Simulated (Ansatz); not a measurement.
The starting structures come from a database of crystals and need not be the phases stable at ambient conditions.

 Where the default PAW files enter, the runs use the earlier of Ansatz's two default sets.

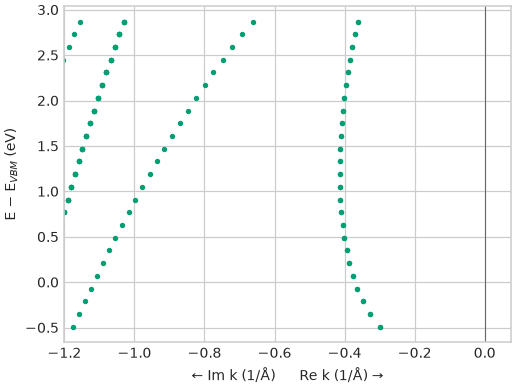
Complex bands at the centre of the two-dimensional zone; PBEsol (Ansatz, a quantum-chemistry and plane-wave program)

No gap correction and no spin-orbit coupling; mid-gap values are interpolated between computed energies.

Question: This is RbH (Fm-3m, rock salt, not sure to be the ambient phase, 2 atoms a cell, 26.2 Å³ an atom) along the normal of (001). Read off the slowest decay at the centre of the two-dimensional zone at 1.33 eV, the computed energy nearest the middle of the gap.

Answer: κ ≈ 0.41 1/Å, a decay length 1/(2κ) of the density of 1.2 Å.
